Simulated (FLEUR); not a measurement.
# Gd (Gadolinium): parallel and opposed starts

A self-consistent run ends on one state, which hangs on the start. Several orders of Gd (Gadolinium) are started in FLEUR and their energies compared.

Method: PBE with U = 6 eV on Gd f; all-electron FLAPW, Dirac cores, scalar-relativistic bands, in FLEUR MaX-R8.1.

### 1. The starting structure

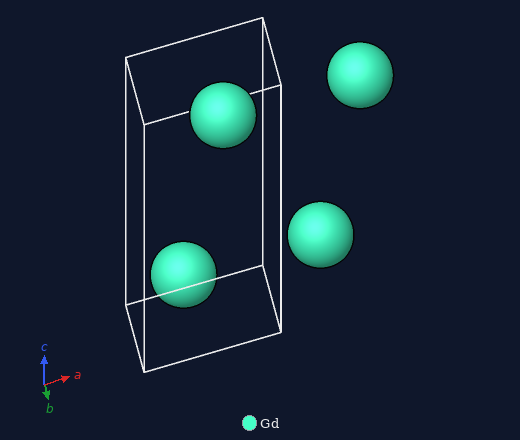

The cell as given, from a free direction (gadolinium teal). 2×1×1 cells are drawn.

### 2. Run 1 (ferro ++)

The parallel start comes first: it shows whether parallel moments hold. A Hubbard U acts on the open shell, since semilocal functionals spread its electrons too much.

The file n_mmp_mat seeds the f occupations with whole cubic orbitals by Hund's first rule, so that the U acts from the first pass. inpgen writes inp.xml from crystal.txt; cutoffs, mixing, functional, smearing and local orbitals are then set in the file. The k list default-1 (kpts.xml, not shown) is a Γ-centred 10×10×6 mesh; where the ranks do not divide the number of points, some are split in two of half the weight.

Input file inp.xml:

```
<?xml version="1.0" encoding="UTF-8" standalone="no"?>
<fleurInput fleurInputVersion="0.39">
   <comment>
      Gd
   </comment>
   <calculationSetup>
      <cutoffs Kmax="3.6" Gmax="10.8" GmaxXC="10.8" numbands="0"/>
      <scfLoop itmax="120" minDistance="0.0001" maxIterBroyd="15" imix="Anderson" alpha="0.05" precondParam="0.0" spinf="2.0" sdNocoIR="T"/>
      <coreElectrons ctail="T" frcor="F" kcrel="0" coretail_lmax="0"/>
      <xcFunctional name="pbe" relativisticCorrections="F"/>
      <magnetism jspins="2"/>
      <soc l_soc="F" theta="0.0" phi="0.0" spav="F"/>
      <expertModes spex="0" secvar="F"/>
      <geometryOptimization l_f="F" forcealpha="1.0" forcemix="BFGS" epsdisp="0.00001" epsforce="0.00001"/>
      <ldaU l_linMix="F" mixParam="0.05" spinf="1.0"/>
   </calculationSetup>
   <cell>
      <bzIntegration valenceElectrons="36.0" mode="hist" fermiSmearingEnergy="0.00183747">
         <kPointListSelection listName="default-1"/>
         <xi:include xmlns:xi="http://www.w3.org/2001/XInclude" href="kpts.xml"> </xi:include>
      </bzIntegration>
      <xi:include xmlns:xi="http://www.w3.org/2001/XInclude" href="sym.xml"> </xi:include>
      <bulkLattice scale="1.0">
         <bravaisMatrix>
            <row-1>    6.8710441890833946    -0.0000000000188973     0.0000000000000000</row-1>
            <row-2>   -3.4355220945416973     5.9504988182763174     0.0000000000000000</row-2>
            <row-3>    0.0000000000000000     0.0000000000000000    10.9275302881119600</row-3>
         </bravaisMatrix>
      </bulkLattice>
   </cell>
   <atomSpecies>
      <species name="Gadolinium7.000" element="Gd" atomicNumber="64">
         <mtSphere radius="2.8" gridPoints="925" logIncrement="0.014"/>
         <atomicCutoffs lmax="10" lnonsphr="8"/>
         <electronConfig flipSpins="F">
            <coreConfig>(1s1/2) (2s1/2) (2p1/2) (2p3/2) (3s1/2) (3p1/2) (3p3/2) (4s1/2) (3d3/2) (3d5/2) (4p1/2) (4p3/2) (4d3/2) (4d5/2)</coreConfig>
            <valenceConfig>(5s1/2) (5p1/2) (5p3/2) (6s1/2) (4f5/2) (4f7/2) (5d3/2) (5d5/2)</valenceConfig>
            <stateOccupation state="(4f5/2)" spinUp="2.5" spinDown="0.5"/>
            <stateOccupation state="(4f7/2)" spinUp="4.0" spinDown="0.0"/>
            <stateOccupation state="(5d3/2)" spinUp="0.4" spinDown="0.0"/>
            <stateOccupation state="(5d5/2)" spinUp="0.6" spinDown="0.0"/>
         </electronConfig>
         <energyParameters s="6" p="6" d="5" f="4"/>
         <ldaU l="3" U="6.0" J="0.0" l_amf="F"/>
         <lo type="SCLO" l="0" n="5" eDeriv="0"/>
         <lo type="SCLO" l="1" n="5" eDeriv="0"/>
      </species>
   </atomSpecies>
   <atomGroups>
      <atomGroup species="Gadolinium7.000">
         <relPos label="                   1">1.000/3.000 -1.000/3.000 1.000/4.000</relPos>
         <relPos label="                   2">-1.000/3.000 1.000/3.000 -1.000/4.000</relPos>
         <force calculate="T" relaxXYZ="TTT"/>
      </atomGroup>
   </atomGroups>
   <output dos="F" band="F" slice="F">
      <bandDOS minEnergy="-.5*Htr" maxEnergy="0.5*Htr" sigma="0.015" storeEVData="T"/>
      <plotting iplot="0" polar="F">
         <plot TwoD="T" vec1="  1.0  0.0  0.0" vec2="  0.0  1.0  0.0" vec3="  0.0  0.0  1.0" zero="  0.0  0.0  0.0" file="plot"/>
      </plotting>
      <moessbauerParams electricFieldGradient="F" isomerShift="F" coreHyperfine="F" valenceHyperfine="F"/>
   </output>
</fleurInput>
```

Input file crystal.txt:

```
Gd
&input film=F cartesian=F /
3.63600000002  -0.00000000001  0.00000000000
-1.81800000001  3.14886836818  0.00000000000
0.00000000000  0.00000000000  5.78260000000
1.8897261246
1.0 1.0 1.0

2
64 0.33333333333  0.66666666667  0.25000000000 : 7.000
64 0.66666666667  0.33333333333  0.75000000000 : 7.000

&kpt div1=10 div2=10 div3=6 gamma=T /
```

Started as:

```sh
$ OMP_NUM_THREADS=1 inpgen -f crystal.txt > inpgen.log  # inp.xml is then edited as shown
$ OMP_NUM_THREADS=1 mpirun -n 4 fleur_MPI > fleur.log
```

The program printed:

```text
Welcome to FLEUR        (www.flapw.de)
      MaX-Release 8.1          (www.max-centre.eu)

 ========== k-point set info ==========
 Selected k-point list: default-1
 k-point list type: mesh
 10 x 10 x 6
 Number of k points: 56

 ------------Calculation Setup---------------------------
 Number of MPI-tasks      :            4
 Number of PE/node        :            4
 Number of OMP-threads    :            1
 k-points in parallel     :            4
 pe's per k-point         :            1
 No of k-point loops      :           14
 Eigenvalue solver        :       lapack
 Number of basis functions:          380
 Approximate size of matrices (H+S) per k-point:         0.002 GB
 --------------------------------------------------------
 Iteration:     1   Distance:      28.01363275 me/bohr^3
 Iteration:     2   Distance:      26.75521091 me/bohr^3
 Iteration:     3   Distance:       3.38353969 me/bohr^3
 Iteration:     4   Distance:       0.61876640 me/bohr^3
 Iteration:     5   Distance:       0.51889615 me/bohr^3
 Iteration:     6   Distance:       0.20438510 me/bohr^3
 Iteration:     7   Distance:       0.14588698 me/bohr^3
 Iteration:     8   Distance:       0.06717715 me/bohr^3
 Iteration:     9   Distance:       0.01742201 me/bohr^3
 Iteration:    10   Distance:       0.01461701 me/bohr^3
 Iteration:    11   Distance:       0.00360785 me/bohr^3
 Iteration:    12   Distance:       0.00316228 me/bohr^3
 Iteration:    13   Distance:       0.00180069 me/bohr^3
 Iteration:    14   Distance:       0.00078612 me/bohr^3
 Iteration:    15   Distance:       0.00042789 me/bohr^3
 Iteration:    16   Distance:       0.00041269 me/bohr^3
 Iteration:    17   Distance:       0.00027092 me/bohr^3
 Iteration:    18   Distance:       0.00007828 me/bohr^3

 ********************************************************************
 Run finished successfully
 Stop message:
   all done
 ********************************************************************

--- out.xml (last complete iteration) ---
<iteration numberForCurrentRun="   18" overallNumber="   18">
         [... left out ...]
         <bandgap value="0.0054756995" units="eV"/>
         <sumValenceSingleParticleEnergies value="-9.7860763524" units="Htr"/>
         <FermiEnergy value="0.2964553586" units="Htr"/>
         <valenceDensity>
            <mtCharges spin="1">
               <mtCharge atomType="1" total="11.6860990" s="1.1226080" p="2.9889269" d="0.6071927" f="6.9667261"/>
            </mtCharges>
            <mtCharges spin="2">
               <mtCharge atomType="1" total="4.3089830" s="1.1104122" p="2.9262625" d="0.2657478" f="0.0063117"/>
            </mtCharges>
            <spinDependentCharge spin="1" total="25.7753655" interstitial="2.4031674" mtSpheres="23.3721980"/>
            <spinDependentCharge spin="2" total="10.2246345" interstitial="1.6066685" mtSpheres="8.6179660"/>
            <totalCharge value="36.0000000000"/>
         </valenceDensity>
         [... left out ...]
         <allElectronCharges>
            <spinDependentCharge spin="1" total="71.7753655" interstitial="2.4031766" mtSpheres="69.3721889"/>
            <spinDependentCharge spin="2" total="56.2246345" interstitial="1.6066800" mtSpheres="54.6179546"/>
            <totalCharge value="127.9999999861"/>
         </allElectronCharges>
         <magneticMomentsInMTSpheres units="muBohr">
            <globalMagMoment atomType="1" vec="0.00000   0.00000   7.37712"/>
            <localMagMoment atomType="1" vec="0.00000   0.00000   7.37712"/>
         </magneticMomentsInMTSpheres>
         <moessbauerParams unitsHFF="kG" unitsIS="e/bohr^3" unitsEFG="Htr/bohr^2">
         </moessbauerParams>
         <totalEnergy value="   -22561.1107947991" units="Htr">
            <sumOfEigenvalues value="   -13891.5767705727">
               <coreElectrons value="-13881.7906942203"/>
               <valenceElectrons value="-9.7860763524"/>
            </sumOfEigenvalues>
            <densityCoulombPotentialIntegral value="-37840.0188377895"/>
            <densityEffectivePotentialIntegral value="-38494.6443343614"/>
            <chargeDenXCDenIntegral value="-500.8157363964"/>
            <FockExchangeEnergyValence value="0.0000000000"/>
            <FockExchangeEnergyCore value="0.0000000000"/>
            <atomTypeDependentContributions atomType="1">
               <electronNucleiInteractionDifferentMTs value="27683.8315324440"/>
               <MadelungTerm value="-61.0505056529"/>
            </atomTypeDependentContributions>
            <dftUCorrection value="-1.5288348002"/>
            <tkbTimesEntropy value="0.0004632084"/>
            <freeEnergy value="-22561.1112580075"/>
            <extrapolationTo0K value="-22561.1110264033"/>
         </totalEnergy>
         <ldaUDensityMatrix>
            <densityMatrixFor spin="1" atomType="1" uIndex="1" l="3" U="6.00000000" J="0.00000000">
               (+0.99540,+0.00000) (+0.00000,+0.00000) (+0.00000,+0.00000) (+0.00000,+0.00000) (+0.00000,+0.00000) (+0.00000,+0.00000) (+0.00077,+0.00000)
               (+0.00000,+0.00000) (+0.99513,+0.00000) (+0.00000,+0.00000) (+0.00000,+0.00000) (+0.00000,+0.00000) (+0.00000,+0.00000) (+0.00000,+0.00000)
               (+0.00000,+0.00000) (+0.00000,+0.00000) (+0.99474,+0.00000) (+0.00000,+0.00000) (+0.00000,+0.00000) (+0.00000,+0.00000) (+0.00000,+0.00000)
               (+0.00000,+0.00000) (+0.00000,+0.00000) (+0.00000,+0.00000) (+0.99619,+0.00000) (+0.00000,+0.00000) (+0.00000,+0.00000) (+0.00000,+0.00000)
               (+0.00000,+0.00000) (+0.00000,+0.00000) (+0.00000,+0.00000) (+0.00000,+0.00000) (+0.99474,+0.00000) (+0.00000,+0.00000) (+0.00000,+0.00000)
               (+0.00000,+0.00000) (+0.00000,+0.00000) (+0.00000,+0.00000) (+0.00000,+0.00000) (+0.00000,+0.00000) (+0.99513,+0.00000) (+0.00000,+0.00000)
               (+0.00077,+0.00000) (+0.00000,+0.00000) (+0.00000,+0.00000) (+0.00000,+0.00000) (+0.00000,+0.00000) (+0.00000,+0.00000) (+0.99540,+0.00000)
            </densityMatrixFor>
            <densityMatrixFor spin="2" atomType="1" uIndex="1" l="3" U="6.00000000" J="0.00000000">
               (+0.00076,+0.00000) (+0.00000,+0.00000) (+0.00000,+0.00000) (+0.00000,+0.00000) (+0.00000,+0.00000) (+0.00000,+0.00000) (+0.00011,+0.00000)
               (+0.00000,+0.00000) (+0.00130,+0.00000) (+0.00000,+0.00000) (+0.00000,+0.00000) (+0.00000,+0.00000) (+0.00000,+0.00000) (+0.00000,+0.00000)
               (+0.00000,+0.00000) (+0.00000,+0.00000) (+0.00080,+0.00000) (+0.00000,+0.00000) (+0.00000,+0.00000) (+0.00000,+0.00000) (+0.00000,+0.00000)
               (+0.00000,+0.00000) (+0.00000,+0.00000) (+0.00000,+0.00000) (+0.00058,+0.00000) (+0.00000,+0.00000) (+0.00000,+0.00000) (+0.00000,+0.00000)
               (+0.00000,+0.00000) (+0.00000,+0.00000) (+0.00000,+0.00000) (+0.00000,+0.00000) (+0.00080,+0.00000) (+0.00000,+0.00000) (+0.00000,+0.00000)
               (+0.00000,+0.00000) (+0.00000,+0.00000) (+0.00000,+0.00000) (+0.00000,+0.00000) (+0.00000,+0.00000) (+0.00130,+0.00000) (+0.00000,+0.00000)
               (+0.00011,+0.00000) (+0.00000,+0.00000) (+0.00000,+0.00000) (+0.00000,+0.00000) (+0.00000,+0.00000) (+0.00000,+0.00000) (+0.00076,+0.00000)
            </densityMatrixFor>
         </ldaUDensityMatrix>
         <ldaUDensityMatrixConvergence>
            <distance spin="1" distance="0.000000"/>
            <distance spin="2" distance="0.000000"/>
         </ldaUDensityMatrixConvergence>
         <densityConvergence units="me/bohr^3">
            <chargeDensity spin="1" distance="0.0000533320"/>
            <chargeDensity spin="2" distance="0.0000540637"/>
            <overallChargeDensity distance="0.0000735293"/>
            <spinDensity distance="0.0000782804"/>
         </densityConvergence>
      </iteration>
```

Elapsed: 56 s, on 4 MPI ranks of Intel Xeon Platinum 8259CL at 2.50GHz (Skylake/Cascade Lake), shared host; peak memory 0.25 GiB.

Spin moment in the muffin-tin sphere by atom:

| atom | spin moment in the muffin-tin sphere (μB) |
| --- | --- |
| Gd1 | 7.38 |
| Gd2 | 7.38 |

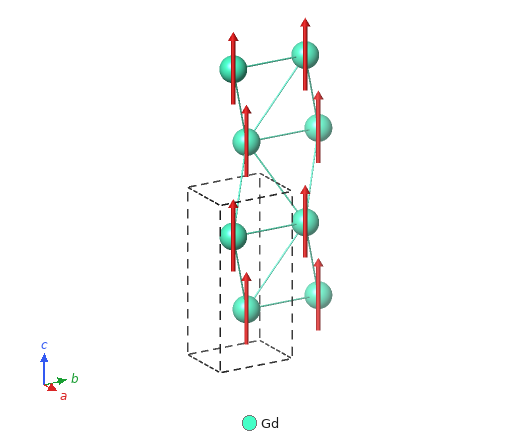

Spin moment in the muffin-tin sphere as arrows, the longest 7.38 μB. Up and down stand for the sign. Arrows give size and sign along the axis of quantisation, drawn up and down the page. 1×2×2 cells are drawn.

Numbers from this step:

```
free energy                                                       : -613919.1126 eV
program's band gap on this mesh (in a metal only a level spacing) : 0.005476 eV
magnetization                                                     : 15.55 μB
final state                                                       : ferromagnetic
```

After 18 cycles the largest moment stands at 7.38 μB.

### 3. Run 2 (antiferro +-)

Another pattern of signs weighs the neighbour shells otherwise.

Changes to inp.xml since step 2:

```diff
@@ -47,2 +47,18 @@
       </species>
+      <species name="Gadolinium-7.000" element="Gd" atomicNumber="64">
+         <mtSphere radius="2.8" gridPoints="925" logIncrement="0.014"/>
+         <atomicCutoffs lmax="10" lnonsphr="8"/>
+         <electronConfig flipSpins="F">
+            <coreConfig>(1s1/2) (2s1/2) (2p1/2) (2p3/2) (3s1/2) (3p1/2) (3p3/2) (4s1/2) (3d3/2) (3d5/2) (4p1/2) (4p3/2) (4d3/2) (4d5/2)</coreConfig>
+            <valenceConfig>(5s1/2) (5p1/2) (5p3/2) (6s1/2) (4f5/2) (4f7/2) (5d3/2) (5d5/2)</valenceConfig>
+            <stateOccupation state="(4f5/2)" spinUp="0.5" spinDown="2.5"/>
+            <stateOccupation state="(4f7/2)" spinUp="0.0" spinDown="4.0"/>
+            <stateOccupation state="(5d3/2)" spinUp="0.0" spinDown="0.4"/>
+            <stateOccupation state="(5d5/2)" spinUp="0.0" spinDown="0.6"/>
+         </electronConfig>
+         <energyParameters s="6" p="6" d="5" f="4"/>
+         <ldaU l="3" U="6.0" J="0.0" l_amf="F"/>
+         <lo type="SCLO" l="0" n="5" eDeriv="0"/>
+         <lo type="SCLO" l="1" n="5" eDeriv="0"/>
+      </species>
    </atomSpecies>
@@ -51,2 +67,5 @@
          <relPos label="                   1">1.000/3.000 -1.000/3.000 1.000/4.000</relPos>
+         <force calculate="T" relaxXYZ="TTT"/>
+      </atomGroup>
+      <atomGroup species="Gadolinium-7.000">
          <relPos label="                   2">-1.000/3.000 1.000/3.000 -1.000/4.000</relPos>
```

Changes to crystal.txt since step 2:

```diff
@@ -10,3 +10,3 @@
 64 0.33333333333  0.66666666667  0.25000000000 : 7.000
-64 0.66666666667  0.33333333333  0.75000000000 : 7.000
+64 0.66666666667  0.33333333333  0.75000000000 : -7.000
```

The program printed:

```text
[banner, memory and clock lines left out]
Welcome to FLEUR        (www.flapw.de)
      MaX-Release 8.1          (www.max-centre.eu)

 ========== k-point set info ==========
 Selected k-point list: default-1
 k-point list type: mesh
 10 x 10 x 6
 Number of k points: 56

 ------------Calculation Setup---------------------------
 Number of PE/node        :            4
 Number of OMP-threads    :            1
 k-points in parallel     :            4
 pe's per k-point         :            1
 No of k-point loops      :           14
 Eigenvalue solver        :       lapack
 Number of basis functions:          380
 Approximate size of matrices (H+S) per k-point:         0.004 GB
 Iteration:     1   Distance:      27.77170321 me/bohr^3
 Iteration:     2   Distance:      26.52132891 me/bohr^3
 Iteration:     3   Distance:       3.27392770 me/bohr^3
 Iteration:     4   Distance:       0.59905608 me/bohr^3
 Iteration:     5   Distance:       0.50088312 me/bohr^3
 Iteration:     6   Distance:       0.14527964 me/bohr^3
 Iteration:     7   Distance:       0.12969759 me/bohr^3
 Iteration:     8   Distance:       0.05974300 me/bohr^3
 Iteration:     9   Distance:       0.03353842 me/bohr^3
 Iteration:    10   Distance:       0.01620855 me/bohr^3
 Iteration:    11   Distance:       0.00314575 me/bohr^3
 Iteration:    12   Distance:       0.00337860 me/bohr^3
 Iteration:    13   Distance:       0.00069288 me/bohr^3
 Iteration:    14   Distance:       0.00039668 me/bohr^3
 Iteration:    15   Distance:       0.00015754 me/bohr^3
 Iteration:    16   Distance:       0.00015086 me/bohr^3
 Iteration:    17   Distance:       0.00005243 me/bohr^3

 ********************************************************************
 Run finished successfully
 Stop message:
   all done
 ********************************************************************

--- out.xml (last complete iteration) ---
<iteration numberForCurrentRun="   17" overallNumber="   17">
         [... left out ...]
         <bandgap value="-0.0000000003" units="eV"/>
         <sumValenceSingleParticleEnergies value="-9.7366754976" units="Htr"/>
         <FermiEnergy value="0.2953080838" units="Htr"/>
         <valenceDensity>
            <mtCharges spin="1">
               <mtCharge atomType="1" total="11.6611736" s="1.1274780" p="2.9744189" d="0.5942928" f="6.9645312"/>
               <mtCharge atomType="2" total="4.3435092" s="1.1049120" p="2.9348015" d="0.2918470" f="0.0114866"/>
            </mtCharges>
            <mtCharges spin="2">
               <mtCharge atomType="1" total="4.3435092" s="1.1049120" p="2.9348015" d="0.2918470" f="0.0114866"/>
               <mtCharge atomType="2" total="11.6611736" s="1.1274780" p="2.9744189" d="0.5942928" f="6.9645312"/>
            </mtCharges>
            <spinDependentCharge spin="1" total="18.0000000" interstitial="1.9953172" mtSpheres="16.0046828"/>
            <spinDependentCharge spin="2" total="18.0000000" interstitial="1.9953172" mtSpheres="16.0046828"/>
            <totalCharge value="36.0000000000"/>
         </valenceDensity>
         [... left out ...]
         <magneticMomentsInMTSpheres units="muBohr">
            <globalMagMoment atomType="1" vec="0.00000   0.00000   7.31767"/>
            <localMagMoment atomType="1" vec="0.00000   0.00000   7.31767"/>
            <globalMagMoment atomType="2" vec="0.00000   0.00000  -7.31767"/>
            <localMagMoment atomType="2" vec="0.00000   0.00000  -7.31767"/>
         </magneticMomentsInMTSpheres>
         [... left out ...]
         <totalEnergy value="   -22561.1074600441" units="Htr">
            <sumOfEigenvalues value="   -13891.3917477166">
               <coreElectrons value="-13881.6550722190"/>
               <valenceElectrons value="-9.7366754976"/>
            </sumOfEigenvalues>
            <densityCoulombPotentialIntegral value="-37839.8137240986"/>
            <densityEffectivePotentialIntegral value="-38494.4345529328"/>
            <chargeDenXCDenIntegral value="-500.8125770099"/>
            <FockExchangeEnergyValence value="0.0000000000"/>
            <FockExchangeEnergyCore value="0.0000000000"/>
         [... left out ...]
            <dftUCorrection value="-1.5278759962"/>
            <tkbTimesEntropy value="0.0008050719"/>
            <freeEnergy value="-22561.1082651160"/>
            <extrapolationTo0K value="-22561.1078625801"/>
         </totalEnergy>
         [... left out ...]
         <ldaUDensityMatrixConvergence>
            <distance spin="1" distance="0.000000"/>
            <distance spin="2" distance="0.000000"/>
         </ldaUDensityMatrixConvergence>
         <densityConvergence units="me/bohr^3">
            <chargeDensity spin="1" distance="0.0000306490"/>
            <chargeDensity spin="2" distance="0.0000306638"/>
            <overallChargeDensity distance="0.0000317812"/>
            <spinDensity distance="0.0000524330"/>
         </densityConvergence>
      </iteration>
```

Elapsed: 1.7 min, on 4 MPI ranks; peak memory 0.32 GiB.

Spin moment in the muffin-tin sphere by atom:

| atom | spin moment in the muffin-tin sphere (μB) |
| --- | --- |
| Gd1 | 7.32 |
| Gd2 | -7.32 |

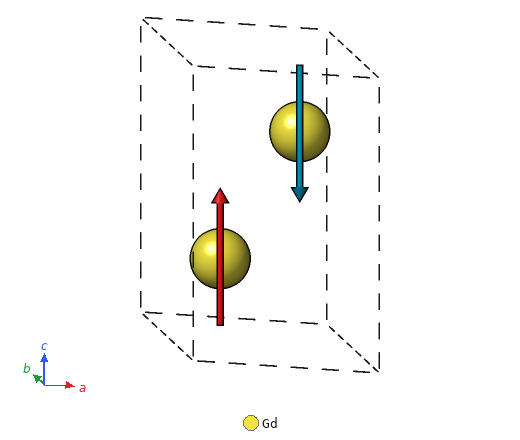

Spin moment in the muffin-tin sphere as arrows, the longest 7.32 μB. Up and down stand for the sign. Arrows give size and sign along the axis of quantisation, drawn up and down the page. The two directions have two colours.

Numbers from this step:

```
free energy   : -613919.0311 eV
magnetization : 0 μB
final state   : antiferromagnetic
```

It lies 40.7 meV a seeded atom over the first start, and its largest moment is 7.32 μB against 7.38 μB.

[end of part 1 of 3]

[Logs and program files are shortened in this print: banners, set-up blocks, solver, clock and traceback lines can be left out without a mark of their own.]

[Logs are printed without paths, hosts, clocks, repeated set-up lines and the standing remarks that a program may print on its own settings, such as how far it seeks lower states.]

[Hosts, paths, dates, database ids (printed as entryN), source tags and the programs' standing remarks are cut or masked in the printed files.]

[Where a cell is said to come from a database of computed structures, the database is the Materials Project.]
